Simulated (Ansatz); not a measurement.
The reference is RbGeF3 in the cubic perovskite structure (space group Pm-3m, No. 221; a = 4.424 Å; a hypothetical phase, not in the database extracts checked).

Perturbation: full substitution Rb → Cs; the structure is relaxed again.

All numbers come from Ansatz (an electronic-structure program) r2SCAN, without spin-orbit coupling.

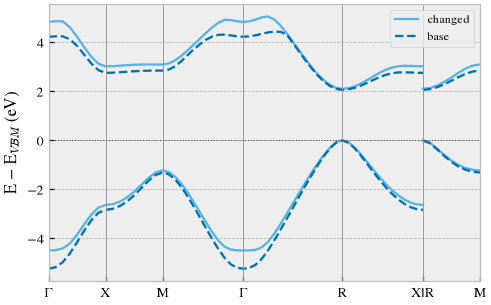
Fig. 1. Highest valence and lowest conduction band along the path, each from its own valence-band maximum

Question: Read the changed gap and its character from the plot.

Answer: About 2.1 eV, direct at R.

Whether these cells are dynamically stable was not tested. As relaxed here, CsGeF3 is a hypothetical phase, not in the database extracts checked. Many cubic perovskites are stable only at high temperature; tilts and polar distortions were not tested.
